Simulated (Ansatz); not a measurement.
```yaml
atoms:
  - { symbol: Si, position_ang: [-0.0362, -0.0870, -0.3023] }
  - { symbol: Si, position_ang: [0.8961, 1.9007, -1.1847] }
  - { symbol: Si, position_ang: [1.6327, -1.5015, 0.5769] }
  - { symbol: O, position_ang: [-1.1227, 0.2521, 0.9440] }
  - { symbol: Si, position_ang: [-2.5613, 1.0557, 1.2520] }
  - { symbol: H, position_ang: [-0.7511, -0.8045, -1.4272] }
  - { symbol: H, position_ang: [1.8514, 1.5472, -2.2958] }
  - { symbol: H, position_ang: [-0.1716, 2.8073, -1.7403] }
  - { symbol: H, position_ang: [1.6527, 2.6501, -0.1199] }
  - { symbol: H, position_ang: [1.0328, -2.7672, 1.1290] }
  - { symbol: H, position_ang: [2.6027, -1.8610, -0.5193] }
  - { symbol: H, position_ang: [2.3870, -0.8006, 1.6751] }
  - { symbol: H, position_ang: [-2.8969, 0.8572, 2.7005] }
  - { symbol: H, position_ang: [-3.6709, 0.5039, 0.3958] }
  - { symbol: H, position_ang: [-2.4157, 2.5278, 0.9671] }
```

All numbers below come from DFT PBE, Gaussian basis def2-SVP (Ansatz).

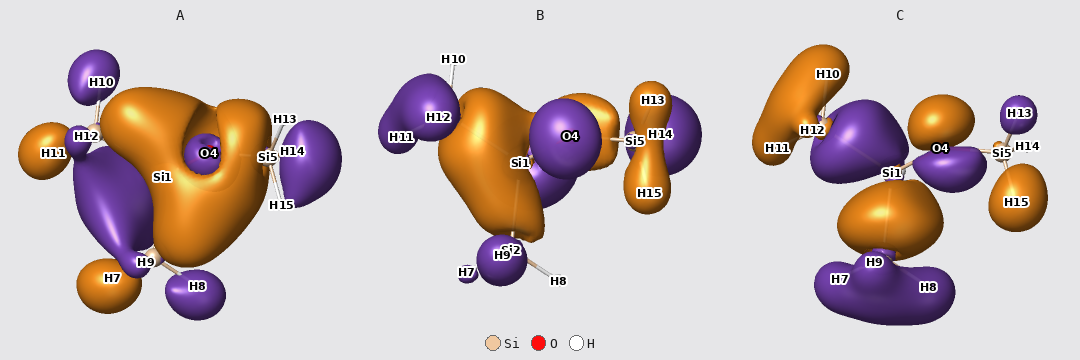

H$_{10}$OSi$_{4}$. Three frontier orbitals at ±0.06 Å⁻³ᐟ² (orange and purple are the two phases), in no order.

Order the three orbitals by energy and name them.

Answer. B is the HOMO−1 (−6.99 eV). By Hirshfeld shares it lies mainly on O4 (about 30 %), Si1 (about 20 %), H6 (about 15 %), Si3 (about 10 %), Si5 (about 5 %) and H14 (about 5 %). C is the HOMO (−6.47 eV). By Hirshfeld shares it lies mainly on Si1 (about 25 %), Si2 (about 20 %), O4 (about 20 %) and Si3 (about 15 %). A is the LUMO (−1.54 eV). Its weight (Hirshfeld) is mainly on Si1 (about 30 %), Si2 (about 15 %), Si5 (about 15 %), Si3 (about 15 %) and O4 (about 10 %).

What is the HOMO–LUMO gap?

Answer. 4.93 eV between the orbital energies.
